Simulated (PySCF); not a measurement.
**C4H12N2OSi: density, localisation and related maps**

```xyz
20

C    -2.9699   -0.7213    0.0177
C    -1.5346   -0.3422   -0.3301
C    -0.7846    0.2126    0.8783
Si    1.0149    0.7007    0.5237
N     1.0452    1.7052   -0.8696
N     1.8557   -0.7772    0.0561
C     3.1280   -0.6822   -0.3445
O     3.7249    0.3653   -0.4130
H    -2.9870   -1.4819    0.7961
H    -3.5151    0.1477    0.3800
H    -3.4885   -1.1121   -0.8553
H    -1.0143   -1.2227   -0.7130
H    -1.5387    0.4047   -1.1248
H    -1.3146    1.0896    1.2484
H    -0.8179   -0.5202    1.6858
H     1.6751    1.1672    1.7494
H     0.5303    2.5712   -0.8693
H     1.9542    1.8418   -1.2874
H     1.4320   -1.6889    0.0819
H     3.5997   -1.6465   -0.6134
```

Geometry: GFN2-xTB.

Method: PySCF 2.14.0, PBE0/pcSseg-1, SCF density, gas phase, non-relativistic.

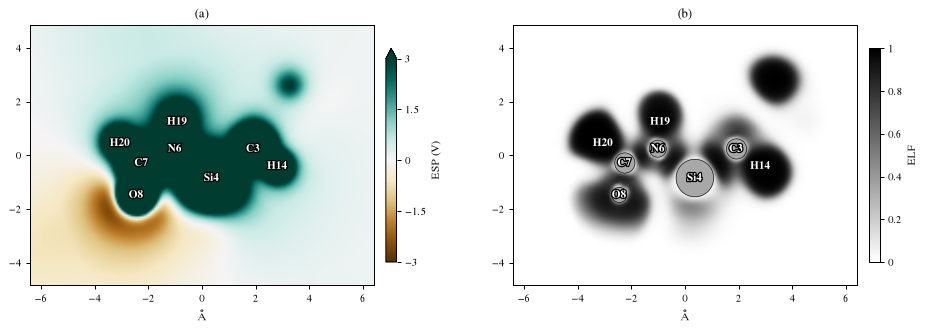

Figure 1. (a) electrostatic potential; (b) ELF on the plane of atoms N6, C7 and H20. Grey discs cover the atomic cores in the ELF map.

### Interpret the plot.

Atoms in the plane: C, Si, N, O and H.
C–O (1.21 Å): the ELF peaks at about 0.85 between the atoms; a short, multiple covalent bond.
C–N (1.34 Å): the ELF peaks at about 0.90 between the atoms, as expected for a covalent bond.
C–Si (1.90 Å): the ELF peaks at about 0.95 between the atoms: localised, covalent bonding.
N–H (1.01 Å): the ELF climbs to about 1 towards the hydrogen, as it does in any bond to H: an ordinary covalent bond to hydrogen.
Si–N (1.76 Å): the ELF peaks at about 0.95 between the atoms: a polar covalent bond.
The ELF also peaks beside O8, away from the bonds: lone-pair regions.
Outside the dense part of the molecule the potential is most negative (−2.5 V) near O8.

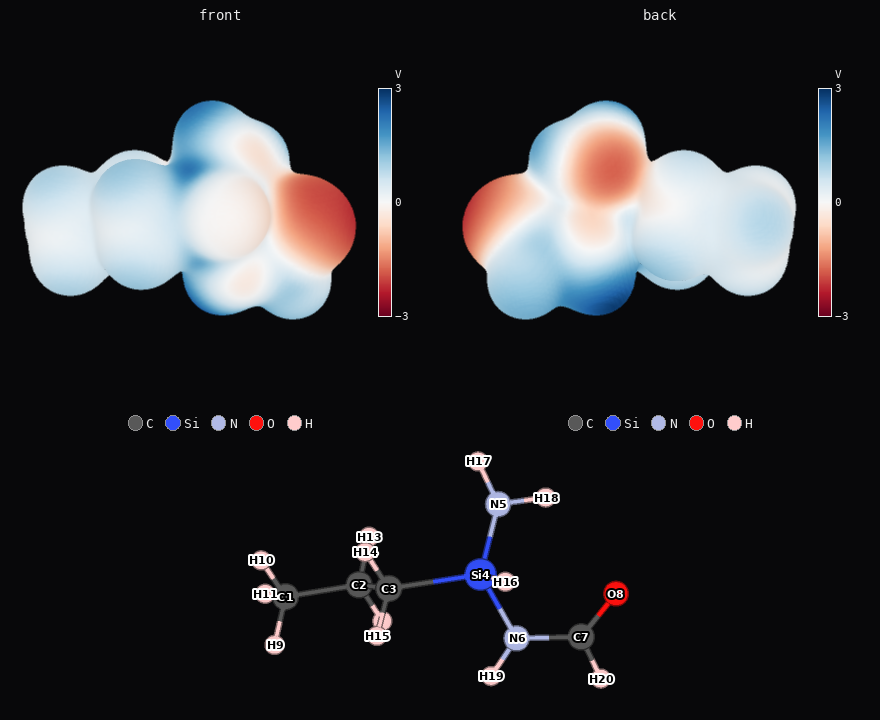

Figure 2. The molecular electrostatic potential painted on the density surface at 0.004 e/bohr³, seen from the front and from behind; red is negative and blue positive. The bare structure is drawn below in the same view.

### Where is the surface potential most negative and most positive?

The most negative region (about −2.2 V, or −51 kcal/mol for a unit charge) lies over O8, the most positive (about +2.7 V, or +62 kcal/mol for a unit charge) over H19. O8 is the likeliest acceptor of a hydrogen bond.
